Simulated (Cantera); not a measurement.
A closed system holds: 1 mol SiHCl3, 0.49 mol C2H4, 1.5 mol H2, held at 23.0 mbar.

These are equilibrium values from Cantera (NASA tables, ideal gas, pure condensed phases), not measurements of a reactor. Candidate condensed phases: C, C6H6, C7H8, C8H18, Si, SiC; 109 gas species. The tables' values for SiCl3, SiCl are old estimates; treat these amounts as uncertain. Kinetics and transport are ignored.

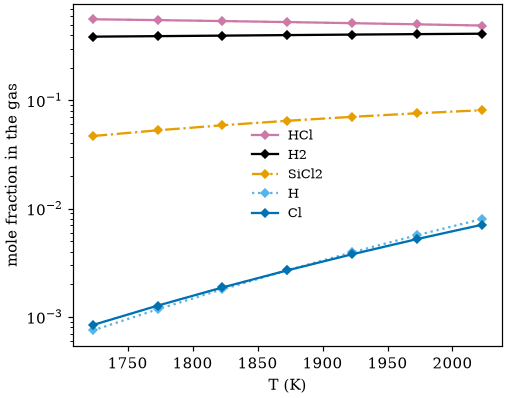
Fig. 1. Equilibrium gas composition (values under 1e-9 drawn at 1e-9)

**Question.** Read off the mole fractions at 1873 K.

**Answer.** HCl about 0.53, H2 about 0.40, SiCl2 about 0.065, H about 0.0027, Cl about 0.0027.
